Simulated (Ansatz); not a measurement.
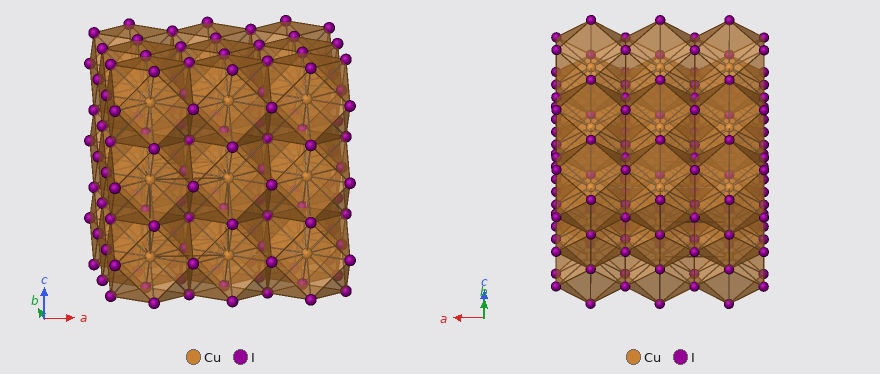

Polyhedra are drawn about Cu (bonds: Cu–I below 4 Å); other atoms are plain spheres. Two views of the same piece.

CuI₃ (space group Pm-3m, No. 221). Coordinates: the end point of a relaxation with Ansatz 0.2.0, DFT PBE, scalar-relativistic, plane waves, PAW; the starting structure was generated, so it need not be a known form of this composition.

What figure surrounds each Cu atom, and what does it share with the other drawn polyhedra?

Answer. Cu: CuI12 cuboctahedron, sharing corners with twelve neighbours and faces with six neighbours.

How do these polyhedra hang together as a whole?

Answer. They form a three-dimensional framework of corner- and face-sharing cuboctahedra.

How far apart are the centres of linked polyhedra?

Answer. Centre to centre across a shared corner: 7.17 Å; across a shared face: 5.07 Å.
